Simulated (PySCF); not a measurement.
SMILES C#C[SiH2][SiH2]SC (C3H8SSi2) at its GFN2-xTB optimised geometry (Å):

```
14

C      2.8657    -2.3562     0.4762
C      2.5451    -1.2134     0.2827
Si     2.0486     0.5456     0.0000
Si    -0.2600     0.5456     0.0000
S     -0.8998     2.6041     0.0000
C     -2.6987     2.3687    -0.0079
H      3.1473    -3.3565     0.6442
H      2.6614     1.3353     1.0751
H      2.6437     0.9552    -1.2789
H     -0.9153    -0.0528    -1.1687
H     -0.9234    -0.0513     1.1644
H     -2.9924     1.8367    -0.9079
H     -2.9973     1.8131     0.8761
H     -3.1473     3.3565     0.0040
```

Method: PySCF 2.14.0 with B3LYP/def2-TZVP. Cells within 0.4 Å of a nucleus heavier than hydrogen are left out (blank, or x).

Map of the log10 of the electron density (e/bohr³), floored at −4 on the plane z = 0.0 Å:

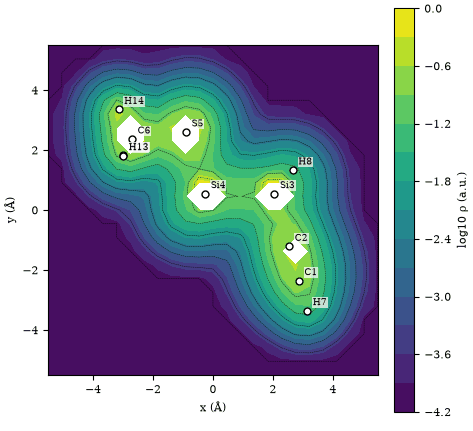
*Log10 of the electron density (e/bohr³), floored at −4 on the plane z = 0.0 Å.*
